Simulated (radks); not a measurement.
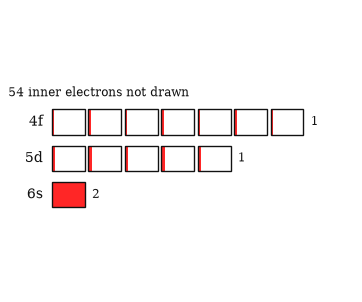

Figure 1. The outer shells as the input fills them: a box for each of the 2l + 1 orbitals, shaded by the share of the shell that is filled, with the electron count at the right.

## Ce: atomic calculation

The neutral cerium atom in the configuration [Xe] 4f1 5d1 6s2 (high spin). Computed at this level: scalar-relativistic Kohn-Sham, exchange-only B88, spin-polarised, spherical densities, point nucleus (the in-house radial solver radks).

### The input
```
Z 58
configuration [Xe] 4f1 5d1 6s2
relativity scalar-relativistic
functional b88,
spin polarised
nucleus point
c 137.035999084
```

Energies in input and log are in hartree, lengths in bohr.

Hardware: 1 CPU thread, shared host.

### Log
```
1s      1   1.0000       -1480.09871017
2s      1   1.0000        -236.95003797
2p      1   3.0000        -212.21529559
3s      1   1.0000         -50.98497724
3p      1   3.0000         -43.12027845
3d      1   5.0000         -31.94573041
4s      1   1.0000         -10.29179428
4p      1   3.0000          -7.72490835
4d      1   5.0000          -4.03183724
4f      1   1.0000          -0.17408428
5s      1   1.0000          -1.47035094
5p      1   3.0000          -0.83278791
5d      1   1.0000          -0.09738157
6s      1   1.0000          -0.12404526
1s      2   1.0000       -1480.09879236
2s      2   1.0000        -236.94905818
2p      2   3.0000        -212.21458934
3s      2   1.0000         -50.97502942
3p      2   3.0000         -43.11032151
3d      2   5.0000         -31.93758009
4s      2   1.0000         -10.26127298
4p      2   3.0000          -7.69406061
4d      2   5.0000          -4.00039026
4f      2   0.0000          -0.14132025
5s      2   1.0000          -1.43762523
5p      2   3.0000          -0.79954112
5d      2   0.0000          -0.06766716
6s      2   1.0000          -0.10485155
Etot -8858.263366118073
Ekin 9392.410694676017
Encl -21462.502859459095
Eh 3418.793536621662
Exc -206.96473795665787
err 4.562270478446869e-09
it 15
```

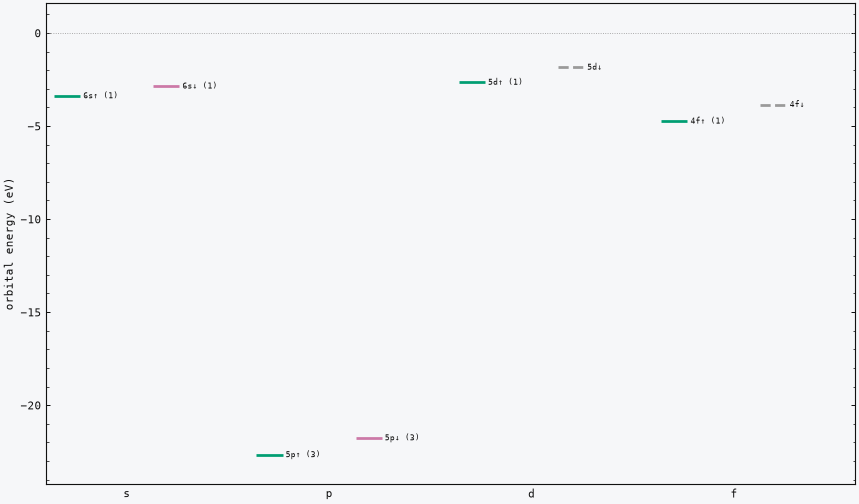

Figure 2. The outer levels are drawn by angular momentum (occupations in brackets, up spins at the left of each column and down spins at the right, empty levels dashed). The highest occupied level is 5d up at −2.65 eV. The highest 4 occupied levels, from the top down, are 5d up (−2.65 eV), 6s down (−2.85 eV), 6s up (−3.38 eV), 4f up (−4.74 eV). The lowest empty level drawn is 4f down at −3.85 eV. The largest exchange splitting (down less up) among the shells drawn in both spins is that of 5p, 0.905 eV. The order isn't aufbau: the empty 4f down level lies under the highest occupied one.

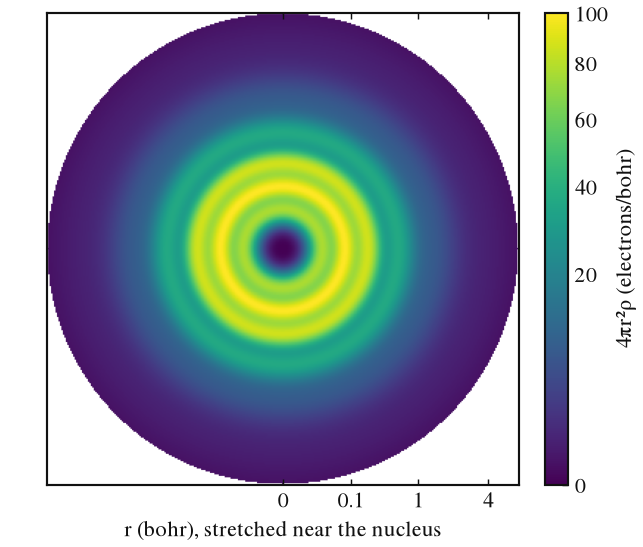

Figure 3. The radial density 4πr²ρ as a disc about the nucleus, with the radius drawn as r to the power 0.3. There are 4 maxima, at r = 0.0172, 0.0761, 0.213 and 0.594 bohr, parted by minima at 0.0331, 0.141 and 0.435 bohr, inside which lie 2.0, 11.2 and 29.0 electrons. The configuration has 6 principal shells, so not every shell has a maximum of its own.

### Results in brief

| quantity | value |
| --- | --- |
| outcome | converged |
| total energy | −8858.2634 hartree |
| kinetic energy | 9392.4107 hartree |
| electron–nucleus energy | −21462.5029 hartree |
| Hartree energy | 3418.7935 hartree |
| exchange–correlation energy | −206.964738 hartree |
| radius at density 0.001 e/bohr³ | 5.46 bohr |
| SCF iterations | 15 |
